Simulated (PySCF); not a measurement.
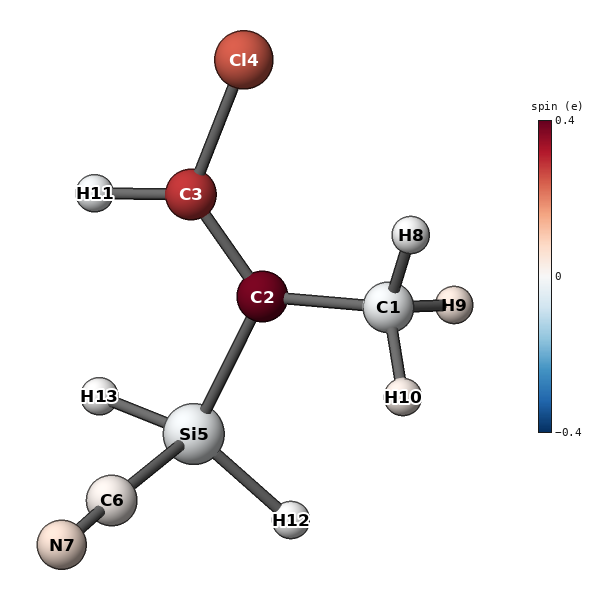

Atoms are coloured by their Mulliken spin populations. Charge +1, doublet. The computed structure is the end point of a GFN2-xTB optimisation. No frequency run is at hand to confirm it as a minimum. Level of theory: UKS B3LYP, pcH-1 on C Cl H N Si, non-relativistic (PySCF 2.14.0).

Question: Which atom carries the largest spin population?

Answer: C2 (0.38 e).

Question: Which atom has the lowest spin population?

Answer: C1, Si5, H11 (−0.01 e); a negative value comes from spin polarisation.

Give the Mulliken spin populations atom by atom.

```
atom  value (e)
  C1      −0.01
  C2       0.38
  C3       0.28
 Cl4       0.24
 Si5      −0.01
  C6       0.02
  N7       0.06
  H8       0.00
  H9       0.04
 H10       0.03
 H11      −0.01
 H12       0.00
 H13       0.00
```

Mulliken values depend strongly on the basis set. The geometry is semi-empirical. Around Si such bond lengths and angles can be off by a tenth of an ångström or more and by several degrees, and values that hang on the shape move with them.
